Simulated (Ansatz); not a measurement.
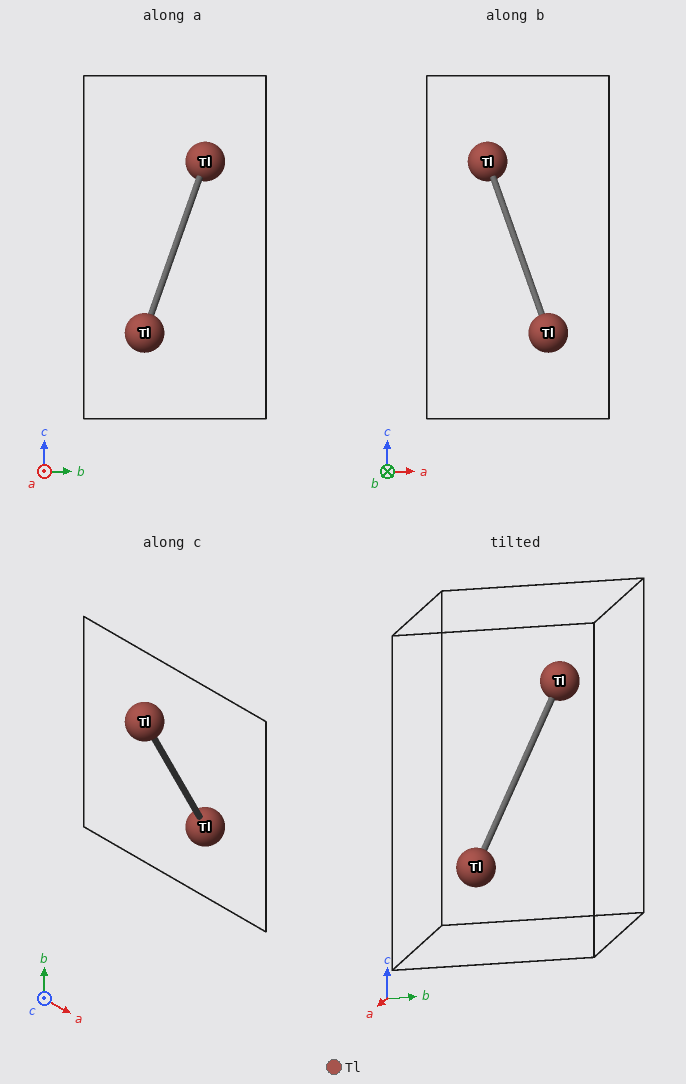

Shown here is a ball-and-stick view of the crystal, taken along the a axis, along the b axis, along the c axis and slightly off an axis. Lines trace the edges of the conventional unit cell.

Lattice parameters: a = 3.532 Å, b = 3.532 Å, c = 5.756 Å, α = 90.00°, β = 90.00°, γ = 120.00°. Put a along x and b in the xy plane.

Give the structure in the form of a POSCAR file.

Answer.
```
Tl
1.0
     3.532    0.000    0.000
    -1.766    3.058    0.000
     0.000    0.000    5.756
Tl
2
Direct
  0.3333 0.6667 0.7500
  0.6667 0.3333 0.2500
```

The cell started as the standard structure of this element. It was relaxed at fixed volume with DFT r2SCAN, scalar-relativistic, plane waves, PAW (Ansatz).
